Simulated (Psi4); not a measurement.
# Two attempts at Si2H6 (Si(SiH3)H3)

Aim: energy and gradient of Si2H6 (Si(SiH3)H3) at SOGGA11-X/6-311G* (density fitting).

The results are computed with Psi4 1.11.

### 1 Starting point

Si2H6: 8 atoms, total charge 0, spin state singlet. SMILES: `[H][Si]([H])([H])[SiH3]`. Geometry: relaxed at GFN2-xTB.

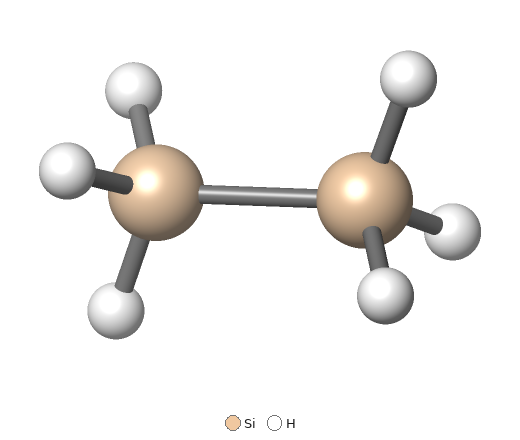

The structure, seen from a chosen angle (silicon light orange, hydrogen white).

### 2 Try one

File h6si2.xyz:

```xyz
8
H6Si2
Si    -0.003820     0.008720    -1.153760
Si     0.003300    -0.007010     1.151760
H      0.787910     1.093190     1.720490
H      0.570390    -1.241800     1.702990
H     -1.342970     0.113550     1.719020
H      1.349220    -0.009830    -1.716900
H     -0.663510     1.194270    -1.706010
H     -0.700510    -1.151100    -1.717600
```

File run.py:

```python
import psi4

psi4.set_memory('1600 MB')
psi4.set_num_threads(1)
psi4.set_output_file('output.dat', False)

with open('h6si2.xyz') as f:
    atoms = ''.join(f.readlines()[2:])
m = psi4.geometry('0 1\n' + atoms + '')

options = {'basis': '6-311G*', 'scf_type': 'disk_df', 'maxiter': 3}
psi4.set_options(options)

e_tot = psi4.gradient("SOGGA11-X")
print('gradient / Eh bohr^-1')
print(e_tot.np.round(6))
for k, v in sorted(psi4.core.scalar_variables().items()):
    print(f'{k:45s} {v:18.10f}')
```

Started as:

```sh
$ python run.py
```

output.dat:

```text
Psi4 1.11 release

gradient() will perform analytic gradient computation.

   => Loading Basis Set <=

    Name: 6-311G*
    Role: ORBITAL
    Keyword: BASIS

         ---------------------------------------------------------
                                   SCF
                              RKS Reference
                        1 Threads,   1525 MiB Core
         ---------------------------------------------------------

  ==> Geometry <==

    Molecular point group: c1
    Full point group: C1

    Geometry (in Angstrom), charge = 0, multiplicity = 1:

[... 90 lines left out ...]
    Weights Tolerance      =       1.00E-15
[... 31 lines left out ...]
  Cached 100.0% of DFT collocation blocks in 0.267 [GiB].

  Minimum eigenvalue in the overlap matrix is 8.1912032627E-03.
  Reciprocal condition number of the overlap matrix is 1.5947530216E-03.
    Using symmetric orthogonalization.

  ==> Pre-Iterations <==

  SCF Guess: Superposition of Atomic Densities via on-the-fly atomic UHF (no occupation information).

   -------------------------
    Irrep   Nso     Nmo
   -------------------------
     A         70      70
   -------------------------
    Total      70      70
   -------------------------

  ==> Iterations <==

                           Total Energy        Delta E     RMS |[F,P]|

   @DF-RKS iter SAD:  -582.12794586625250   -5.82128e+02   0.00000e+00
   @DF-RKS iter   1:  -582.54175830529709   -4.13812e-01   5.12272e-03 DIIS/ADIIS
   @DF-RKS iter   2:  -582.57133524524556   -2.95769e-02   2.83439e-03 DIIS/ADIIS
   @DF-RKS iter   3:  -582.58226046779419   -1.09252e-02   1.51400e-04 DIIS/ADIIS

PsiException: Could not converge SCF iterations in 3 iterations.

  Failed to converge.
```

The script printed:

```text
Traceback (most recent call last):
  File "run.py", line 14, in <module>
    e_tot = psi4.gradient("SOGGA11-X")
psi4.driver.p4util.exceptions.SCFConvergenceError: Could not converge SCF iterations in 3 iterations.
```

It took 2.7 s on 1 thread of Intel Xeon 6975P-C (Granite Rapids), shared host; peak memory 0.49 GiB.

### 3 What went wrong

The run stopped without converging.

The log says `psi4.driver.p4util.exceptions.SCFConvergenceError: Could not converge SCF iterations in 3 iterations.`. The fault: the iteration cap is too low for convergence. To mend it: iteration cap at its default in place of 3.

### 4 Try two

h6si2.xyz is that of step 2.

File run.py:

```python
import psi4

psi4.set_memory(1600000000)
psi4.set_num_threads(1)
psi4.set_output_file('run.log', False)

with open('h6si2.xyz') as f:
    atoms = ''.join(f.readlines()[2:])
mol = psi4.geometry('0 1\n' + atoms + '')

psi4.set_options({
    'basis': '6-311G*',
    'scf_type': 'disk_df',
})

e_tot, wfn = psi4.gradient("SOGGA11-X", return_wfn=True)
print('gradient / Eh bohr^-1')
print(e_tot.np.round(6))
print(f'energy = {wfn.energy():.10f} Eh')
```

Started as:

```sh
$ python run.py
```

run.log:

```text
[...]
  Running in c1 symmetry.
[...]
  Nuclear repulsion =   91.911215534472618
[...]
  Multiplicity = 1
[...]
  Nalpha       = 17
  Nbeta        = 17
[...]
    Number of basis functions: 70
[...]
   @DF-RKS iter   1:  -582.54175830529709   -4.13812e-01   5.12272e-03 ADIIS/DIIS
[...]
   @DF-RKS iter   8:  -582.58235719427535   -6.48015e-12   5.17355e-09 DIIS
[...]
    Orbital Energies [Eh]
    ---------------------
    Doubly Occupied:
       1A    -66.777447     2A    -66.777377     3A     -5.505747
       4A     -5.505601     5A     -3.776322     6A     -3.776176
       7A     -3.776176     8A     -3.776050     9A     -3.776049
      10A     -3.775558    11A     -0.636280    12A     -0.567762
      13A     -0.410635    14A     -0.410618    15A     -0.384531
      16A     -0.384492    17A     -0.348069
[...]
  @DF-RKS Final Energy:  -582.58235719427535
   => Energetics <=
    Nuclear Repulsion Energy =             91.9112155344726176
    One-Electron Energy =                -988.8585329314490764
    Two-Electron Energy =                 341.2556545371202787
    DFT Exchange-Correlation Energy =     -26.8906943344192229
    Empirical Dispersion Energy =           0.0000000000000000
    VV10 Nonlocal Energy =                  0.0000000000000000
    Total Energy =                       -582.5823571942754597
[...]
 Multipole Moments:
 ------------------------------------------------------------------------------------
     Multipole            Electronic (a.u.)      Nuclear  (a.u.)        Total (a.u.)
 ------------------------------------------------------------------------------------
 L = 1.  Multiply by 2.5417464519 to convert [e a0] to [Debye]
 Dipole X            :         -0.0025531            0.0017667           -0.0007863
 Dipole Y            :          0.0079250           -0.0057905            0.0021345
 Dipole Z            :         -0.0116738            0.0067542           -0.0049196
 Magnitude           :                                                    0.0054200
[...]
  -Total Gradient:
     Atom            X                  Y                   Z
    ------   -----------------  -----------------  -----------------
       1       -0.000158356464     0.000292242266     0.007695964390
       2       -0.000115587987     0.000121777007    -0.008286286615
       3       -0.005141981496    -0.007400643371    -0.000158716142
       4       -0.003804212279     0.008096127390    -0.000008883760
       5        0.009066641140    -0.000793994788    -0.000208158790
       6       -0.009098888563     0.000205637228     0.000328705699
       7        0.004523483481    -0.008254190915     0.000309298585
       8        0.004724355943     0.007735592519     0.000325309449
[...]
```

The script printed:

```text
gradient / Eh bohr^-1
[[-1.580e-04  2.920e-04  7.696e-03]
 [-1.160e-04  1.220e-04 -8.286e-03]
 [-5.142e-03 -7.401e-03 -1.590e-04]
 [-3.804e-03  8.096e-03 -9.000e-06]
 [ 9.067e-03 -7.940e-04 -2.080e-04]
 [-9.099e-03  2.060e-04  3.290e-04]
 [ 4.523e-03 -8.254e-03  3.090e-04]
 [ 4.724e-03  7.736e-03  3.250e-04]]
energy = -582.5823571943 Eh
```

It took 4.8 s on 1 thread of Intel Xeon 6975P-C (Granite Rapids), shared host; peak memory 0.5 GiB.

### 5 Summary of results

Level: SOGGA11-X/6-311G* (density fitting).

| quantity | value |
| --- | --- |
| total energy | -582.58236 Eh |
| dipole moment | 0.01 D |
| HOMO energy | -9.47 eV |
| LUMO energy | 0.78 eV |
| HOMO–LUMO gap | 10.25 eV |
| largest force on an atom | 0.484 eV/Å |

**Reading.** The largest force is 0.48 eV/Å: the shape isn't a stationary point for this species at this level.
